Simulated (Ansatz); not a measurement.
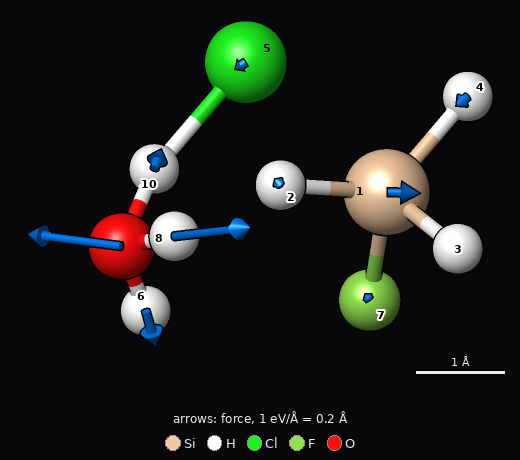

Starting geometry of SiH6OClF (started from a transition state, displaced along its imaginary mode) with the computed forces as blue arrows. The picture is a ball-and-stick view, seen at a tilt.

All numbers below come from RKS PBE0-D4/def2-TZVP (Ansatz 0.2.0). (force threshold 0.005 eV/Å; at most 200 steps)

**What follows when this structure is relaxed?**

It isn't relaxed: the largest force vector, on an H atom, is 7.10 eV/Å. The final displacements have little in common with the starting forces (cosine between the two patterns −0.18). An H atom moves most after the best rigid fit: 1.88 Å. Largest moves by element: H 1.88 Å, F 1.24 Å, Cl 0.92 Å, O 0.90 Å, Si 0.62 Å. Some distances before and after: Cl–Si 2.652 → 3.722 Å, H–O 1.113 → 1.705 Å, Cl–H 1.683 → 1.320 Å, H–O 0.879 → 0.961 Å. Bonds break: H–O (1.11 → 1.71 Å). Among the angles between lasting bonds that change: H–Si–H 131.1° → 112.5°, H–Si–H 94.0° → 111.0°, H–Si–H 103.4° → 111.0°. Over 23 geometry steps the energy falls by 148.2 kJ/mol. The largest force component goes from 6.7 to 0.0029 eV/Å.
